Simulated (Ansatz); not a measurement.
**C2H9NSi2: geometry relaxation**

System: C2H9NSi2, SMILES [SiH3]C1NC[SiH2]1.
Method: RKS PBE-D4/def2-SVP (Ansatz 0.2.0).

Figures and captions count atoms from 1; the log counts them from 0 in places.

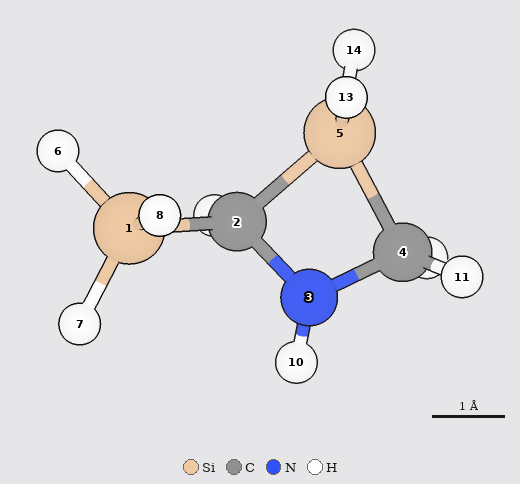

**Figure 1.** The input geometry (ball-and-stick view, seen at a tilt; atoms are numbered from 1 in the order of the input).

**Key numbers**

| quantity | value |
| --- | --- |
| outcome | converged |
| total energy | −19444.1032 eV |
| mean-field energy | −19443.7587 eV |
| largest force (length of the vector) at the end | 0.002 eV/Å |
| hardware | 1 thread of Intel Xeon @ 2.50GHz (Skylake/Cascade Lake), 189 GiB of memory available, shared host |
| wall time | 59 s |
| peak memory | 0.17 GiB |

**Input**
```yaml
crystal:
  periodic: [false, false, false]
  atoms:
    - { symbol: Si, position_ang: [-1.961275, 0.749376, -0.397343] }
    - { symbol: C, position_ang: [-0.210929, 0.053691, -0.595796] }
    - { symbol: "N", position_ang: [0.011528, -1.185456, 0.194627] }
    - { symbol: C, position_ang: [1.427662, -1.121189, 0.609042] }
    - { symbol: Si, position_ang: [1.266988, 0.775584, 0.40013] }
    - { symbol: H, position_ang: [-2.131142, 1.985904, -1.245547] }
    - { symbol: H, position_ang: [-2.992295, -0.262707, -0.83334] }
    - { symbol: H, position_ang: [-2.221762, 1.105215, 1.040824] }
    - { symbol: H, position_ang: [0.079153, -0.01576, -1.678288] }
    - { symbol: H, position_ang: [-0.28862, -2.055993, -0.262659] }
    - { symbol: H, position_ang: [1.628937, -1.559831, 1.609501] }
    - { symbol: H, position_ang: [2.15653, -1.557322, -0.121623] }
    - { symbol: H, position_ang: [0.882587, 1.52631, 1.644213] }
    - { symbol: H, position_ang: [2.339639, 1.532978, -0.33514] }
basis:
  gaussian: { orbitals: def2-SVP }
hamiltonian:
  xc: pbe
  dispersion: d4
output:
  forces: true
relax:
  f_tol: 0.003
  max_steps: 120
```

Launch command:
```bash
ansatz run input.yaml --threads 1 --pin off --max-ram 2560MiB --backend cpu --events-out ev --progress --plain --runs-dir out
```

**Output**
```
The last accepted step is kept in [file] (removed where the run ends without a failure and the disk answers)
Engine: ansatz 0.2.0, x86_64-unknown-linux-gnu
Functional definition: PBE
  parameter kappa = 0.804
  parameter beta = 0.06672455060314922
  exchange = pbe_x(kappa = kappa, mu = beta*pi^2/3)
  correlation = pbe_c(beta = beta)
1402 factors; their error is unknown
mean field evaluation 1: about -19433.2952 eV, gradient 6.4e1 eV
mean field evaluation 2: about -19374.8771 eV, gradient 1.5e2 eV
mean field evaluation 4: about -19443.3916 eV, gradient 1.5e1 eV
mean field evaluation 8: about -19443.8663 eV, gradient 2.9e-1 eV
mean field evaluation 16: about -19443.7586 eV, gradient 2.7e-4 eV
mean field -19443.75855353 eV, -714.5449473892 hartree, gradient 4.1e-5 eV, S^2 0.000000; 0 other end points of the search recorded, 0 dependent functions left out
the calculation of the forces begins
reference -19443.75859509 eV, -714.5449489167 hartree; 28, 28 occupied and 95, 95 virtual orbitals, 1402 factors
relax step   1: F+E_penalty+E_count = -19444.10305817 eV  Δ(F+E_penalty+E_count) = +0.000e0 eV  max|allowed force component| = 1.918e-2 eV/Å  Δτ_max = 0.0000 Å  (29 SCF iters, accepted)
these checks for a lower state are left out or cut short: starts, cluster_reference, orbital_swaps, neighbouring_geometries, increment
1402 factors; their error is unknown
mean field -19443.75859532 eV, -714.5449489252 hartree, gradient 2.7e-5 eV, S^2 0.000000; 0 other end points of the search recorded, 0 dependent functions left out
the calculation of the forces begins
reference -19443.75863690 eV, -714.5449504529 hartree; 28, 28 occupied and 95, 95 virtual orbitals, 1402 factors
relax step   2: F+E_penalty+E_count = -19444.10311834 eV  Δ(F+E_penalty+E_count) = -6.017e-5 eV  max|allowed force component| = 1.514e-2 eV/Å  Δτ_max = 0.0027 Å  (21 SCF iters, accepted)
these checks for a lower state are left out or cut short: starts, cluster_reference, orbital_swaps, neighbouring_geometries, increment
1402 factors; their error is unknown
mean field -19443.75862762 eV, -714.5449501120 hartree, gradient 8.9e-6 eV, S^2 0.000000; 0 other end points of the search recorded, 0 dependent functions left out
the calculation of the forces begins
reference -19443.75866919 eV, -714.5449516397 hartree; 28, 28 occupied and 95, 95 virtual orbitals, 1402 factors
relax step   3: F+E_penalty+E_count = -19444.10313890 eV  Δ(F+E_penalty+E_count) = -2.056e-5 eV  max|allowed force component| = 7.833e-3 eV/Å  Δτ_max = 0.0010 Å  (23 SCF iters, accepted)
these checks for a lower state are left out or cut short: starts, cluster_reference, orbital_swaps, neighbouring_geometries, increment
1402 factors; their error is unknown
mean field evaluation 32: about -19443.8653 eV, gradient 3.6e-1 eV
mean field -19443.75866558 eV, -714.5449515069 hartree, gradient 2.1e-5 eV, S^2 0.000000; 0 other end points of the search recorded, 0 dependent functions left out
the calculation of the forces begins
reference -19443.75870715 eV, -714.5449530347 hartree; 28, 28 occupied and 95, 95 virtual orbitals, 1402 factors
relax step   4: F+E_penalty+E_count = -19444.10315299 eV  Δ(F+E_penalty+E_count) = -1.408e-5 eV  max|allowed force component| = 2.286e-3 eV/Å  Δτ_max = 0.0020 Å  (23 SCF iters, accepted)
```

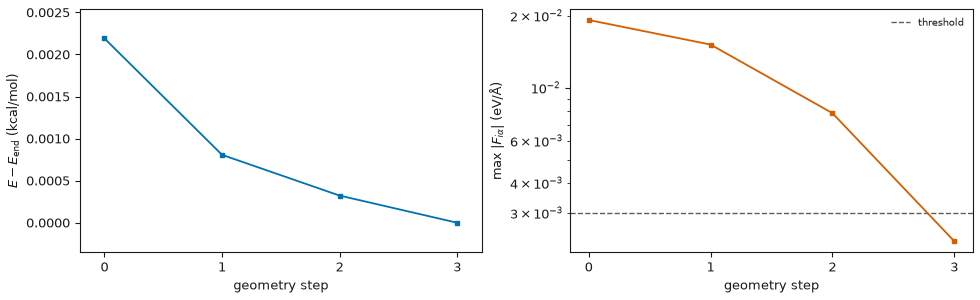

**Figure 2.** Progress of the relaxation, step by step (the first geometry is step 0 here and step 1 in the log). After 3 geometry steps the energy has fallen by next to nothing (0.0 kcal/mol). The largest force component goes from 0.019 to 0.0023 eV/Å. No atom moves by more than 0.005 Å after the best rigid fit.

```
1402 factors; their error is unknown
mean field -19443.75866558 eV, -714.5449515069 hartree, gradient 2.1e-5 eV, S^2 0.000000; 1 other end points of the search recorded, 0 dependent functions left out
the calculation of the forces begins
reference -19443.75870715 eV, -714.5449530347 hartree; 28, 28 occupied and 95, 95 virtual orbitals, 1402 factors
Total energy: -19444.10319456 eV, -714.5576127136 hartree
Atom 0 at    -1.961346     0.750764    -0.397681 Å, force     0.000422    -0.001211     0.000580 eV/Å
Atom 1 at    -0.211541     0.053881    -0.593883 Å, force     0.000249    -0.000755     0.002286 eV/Å
Atom 2 at     0.009713    -1.186121     0.197439 Å, force    -0.000240    -0.000423    -0.000898 eV/Å
Atom 3 at     1.427628    -1.121498     0.609406 Å, force    -0.001144     0.001098    -0.000070 eV/Å
Atom 4 at     1.267036     0.775311     0.400995 Å, force     0.000949     0.000004    -0.000368 eV/Å
Atom 5 at    -2.129417     1.985318    -1.248493 Å, force     0.000452     0.000609    -0.000581 eV/Å
Atom 6 at    -2.990841    -0.262257    -0.832338 Å, force    -0.001424    -0.000798    -0.000484 eV/Å
Atom 7 at    -2.223338     1.105751     1.040299 Å, force    -0.000212     0.000436     0.000035 eV/Å
Atom 8 at     0.079771    -0.016734    -1.675665 Å, force    -0.000222     0.000331    -0.000580 eV/Å
Atom 9 at    -0.285575    -2.055885    -0.265163 Å, force    -0.000238     0.001776    -0.000032 eV/Å
Atom 10 at     1.630591    -1.561547     1.608531 Å, force     0.000429    -0.000511     0.000781 eV/Å
Atom 11 at     2.153843    -1.557351    -0.123448 Å, force     0.000889    -0.000042    -0.000354 eV/Å
Atom 12 at     0.883706     1.526633     1.645327 Å, force     0.000073    -0.000427    -0.000482 eV/Å
Atom 13 at     2.336771     1.534534    -0.336726 Å, force     0.000017    -0.000084     0.000167 eV/Å
Dipole moment:     0.267402    -0.168638    -0.141997 e Å
```

**Trajectory as extended XYZ (Å, eV, eV/Å), 4 frames, from step=1 to step=4**
```
14
Properties=species:S:1:pos:R:3:forces:R:3 step=1 energy=-19444.10306
Si   -1.9613    0.7494   -0.3973   -0.0069   0.0090  -0.0059
C    -0.2109    0.0537   -0.5958   -0.0054   0.0082  -0.0117
N     0.0115   -1.1855    0.1946   -0.0156  -0.0018   0.0151
C     1.4277   -1.1212    0.6090    0.0192  -0.0049   0.0057
Si    1.2670    0.7756    0.4001    0.0063  -0.0060  -0.0003
H    -2.1311    1.9859   -1.2455    0.0027  -0.0053  -0.0019
H    -2.9923   -0.2627   -0.8333    0.0097   0.0054   0.0067
H    -2.2218    1.1052    1.0408   -0.0007  -0.0071   0.0000
H     0.0792   -0.0158   -1.6783    0.0001   0.0002   0.0058
H    -0.2886   -2.0560   -0.2627    0.0050  -0.0067  -0.0084
H     1.6289   -1.5598    1.6095   -0.0020   0.0009  -0.0081
H     2.1565   -1.5573   -0.1216   -0.0074   0.0019   0.0041
H     0.8826    1.5263    1.6442   -0.0015   0.0029   0.0015
H     2.3396    1.5330   -0.3351   -0.0035   0.0034  -0.0026
14
Properties=species:S:1:pos:R:3:forces:R:3 step=2 energy=-19444.10312
Si   -1.9608    0.7507   -0.3974   -0.0015  -0.0046  -0.0012
C    -0.2110    0.0538   -0.5953   -0.0006   0.0086  -0.0054
N     0.0110   -1.1856    0.1953   -0.0151  -0.0028   0.0094
C     1.4275   -1.1215    0.6093    0.0132  -0.0031   0.0025
Si    1.2670    0.7754    0.4006    0.0008  -0.0007  -0.0034
H    -2.1298    1.9859   -1.2474    0.0006  -0.0017   0.0018
H    -2.9907   -0.2624   -0.8318    0.0012   0.0020  -0.0003
H    -2.2218    1.1038    1.0413    0.0002   0.0021  -0.0010
H     0.0795   -0.0158   -1.6775    0.0001  -0.0005   0.0027
H    -0.2879   -2.0560   -0.2634    0.0041  -0.0022  -0.0050
H     1.6289   -1.5609    1.6092   -0.0007   0.0006  -0.0024
H     2.1554   -1.5577   -0.1219   -0.0025   0.0016   0.0012
H     0.8822    1.5269    1.6442    0.0005   0.0001   0.0013
H     2.3376    1.5343   -0.3362   -0.0001   0.0004  -0.0001
14
Properties=species:S:1:pos:R:3:forces:R:3 step=3 energy=-19444.10314
Si   -1.9610    0.7507   -0.3976    0.0017  -0.0026   0.0010
C    -0.2112    0.0539   -0.5948   -0.0003   0.0042  -0.0015
N     0.0104   -1.1857    0.1960   -0.0078  -0.0033   0.0061
C     1.4275   -1.1215    0.6094    0.0055  -0.0003  -0.0003
Si    1.2671    0.7753    0.4007   -0.0011   0.0010  -0.0019
H    -2.1296    1.9856   -1.2478   -0.0002   0.0006   0.0002
H    -2.9907   -0.2623   -0.8319   -0.0009  -0.0004  -0.0011
H    -2.2222    1.1043    1.0409   -0.0004   0.0018  -0.0004
H     0.0797   -0.0160   -1.6768    0.0003  -0.0006   0.0004
H    -0.2872   -2.0559   -0.2641    0.0029   0.0002  -0.0030
H     1.6294   -1.5613    1.6089   -0.0003   0.0002   0.0003
H     2.1548   -1.5577   -0.1223   -0.0006   0.0004  -0.0006
H     0.8827    1.5269    1.6445    0.0008  -0.0006   0.0004
H     2.3371    1.5346   -0.3366    0.0004  -0.0005   0.0003
14
Properties=species:S:1:pos:R:3:forces:R:3 step=4 energy=-19444.10315
Si   -1.9613    0.7508   -0.3977    0.0004  -0.0012   0.0006
C    -0.2115    0.0539   -0.5939    0.0002  -0.0008   0.0023
N     0.0097   -1.1861    0.1974   -0.0002  -0.0004  -0.0009
C     1.4276   -1.1215    0.6094   -0.0011   0.0011  -0.0001
Si    1.2670    0.7753    0.4010    0.0009   0.0000  -0.0004
H    -2.1294    1.9853   -1.2485    0.0005   0.0006  -0.0006
H    -2.9908   -0.2623   -0.8323   -0.0014  -0.0008  -0.0005
H    -2.2233    1.1058    1.0403   -0.0002   0.0004   0.0000
H     0.0798   -0.0167   -1.6757   -0.0002   0.0003  -0.0006
H    -0.2856   -2.0559   -0.2652   -0.0002   0.0018   0.0000
H     1.6306   -1.5615    1.6085    0.0004  -0.0005   0.0008
H     2.1538   -1.5574   -0.1234    0.0009   0.0000  -0.0004
H     0.8837    1.5266    1.6453    0.0001  -0.0004  -0.0005
H     2.3368    1.5345   -0.3367    0.0000  -0.0001   0.0002
```
